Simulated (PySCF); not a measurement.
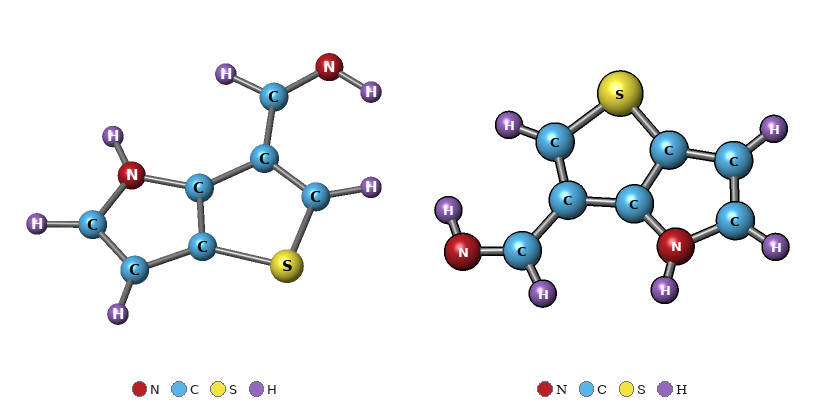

Both panels show the same species.

Identify the structure.

Formula C7H6N2S. SMILES: `[H]/N=C\c1csc2cc[nH]c12`. Independent rings (smallest set): 2 of 5 members, 2 of them aromatic. Among its groups: imine. This geometry has Cs symmetry. All atoms lie on one plane. Coordination: 1 N bent; 7 C trigonal planar; 1 S bent; 1 N trigonal planar.

The parts below concern this one geometry. Atoms keep their numbers from picture to picture. The computed structure is the end point of a PBE0-D3(BJ)/def2-SVP optimisation. No frequency run is at hand to confirm it as a minimum.

**Quadrupole coupling**

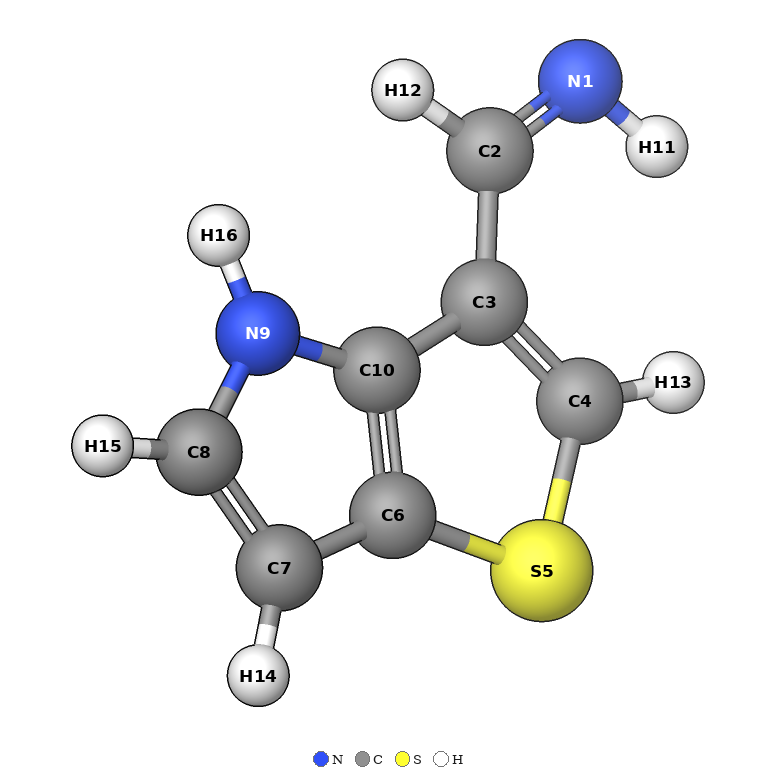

No frequency run is at hand to confirm it as a minimum. Electric field gradients from the ground-state density, PBE0/pcSseg-1 in chloroform (IEF-PCM) (PySCF 2.14.0), non-relativistic apart from any core potentials.

Give the largest field-gradient component, the quadrupole coupling constant and the asymmetry for 14N at N1 (Q = 20.44 mb), 33S at S5 (Q = −67.81 mb), 14N at N9 (Q = 20.44 mb).

```tsv
atom	V_zz (a.u.)	e²qQ/h (MHz)	η
N1	−0.889	−4.27	0.34
S5	1.986	−31.7	0.72
N9	−0.722	−3.47	0.13
```

**Ring current**

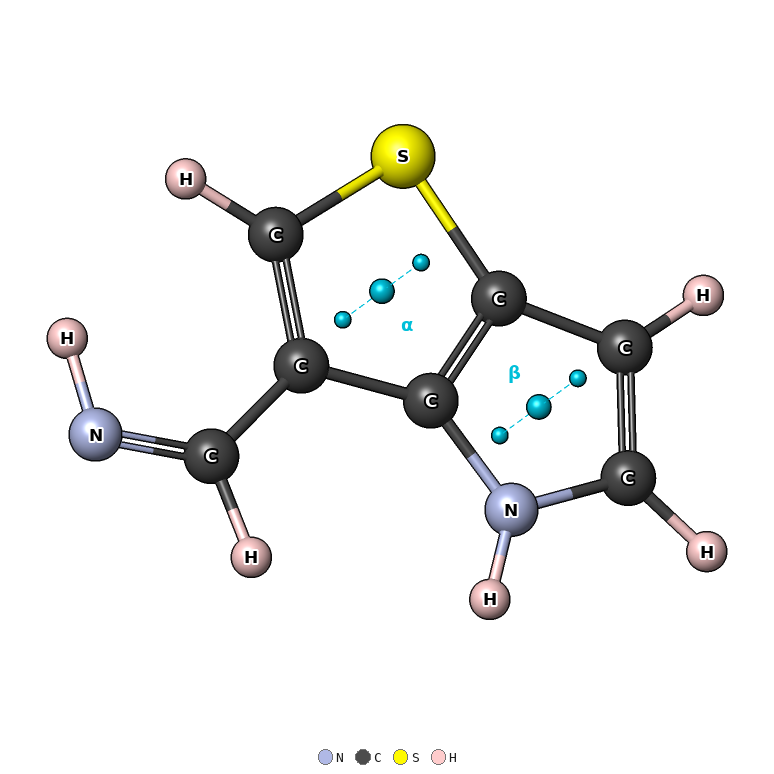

The small points mark where nucleus-independent chemical shifts (NICS) were computed: at the centre of each lettered ring and 1 Å above and below it. No frequency run is at hand to confirm it as a minimum. Level of theory: GIAO PBE0/pcSseg-1 NMR shielding, non-relativistic, IEF-PCM chloroform (PySCF 2.14.0).

Give NICS(0), NICS(1) and the out-of-plane component NICS(1)zz for each ring (means of the two sides).

```csv
ring,members,NICS(0),NICS(1),NICS(1)zz
α,C4S,−11.4,−10.0,−21.6
β,C4N,−13.7,−11.2,−29.0
```

Values in ppm.

Question: What do the values say about the ring currents?

Answer: Ring α: diatropic, as in an aromatic ring. Ring β: diatropic, as in an aromatic ring. NICS is one index among several.

**Dipole moment**

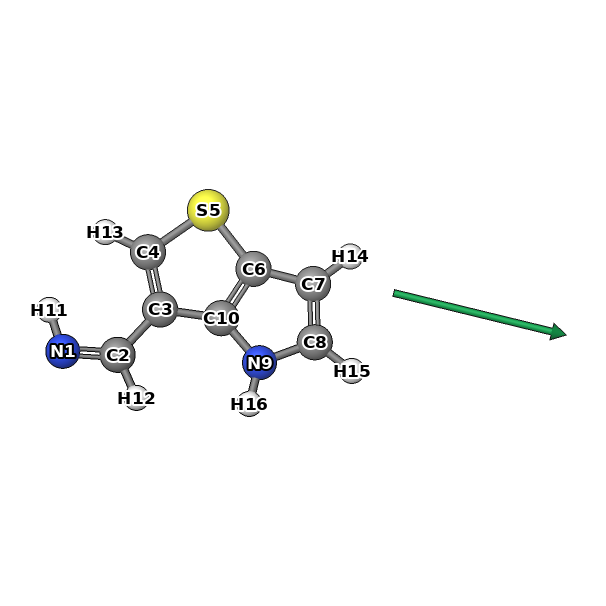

The arrow beside the molecule shows the direction of the dipole moment, from the negative to the positive end (its length means nothing). No frequency run is at hand to confirm it as a minimum. Method: ωB97X-D/def2-SVPD, gas phase (PySCF 2.14.0).

Question: Estimate the dipole moment.

Answer: 2.58 D; it points from the side of H11 to the side of H15 (the outermost atoms at the two ends).
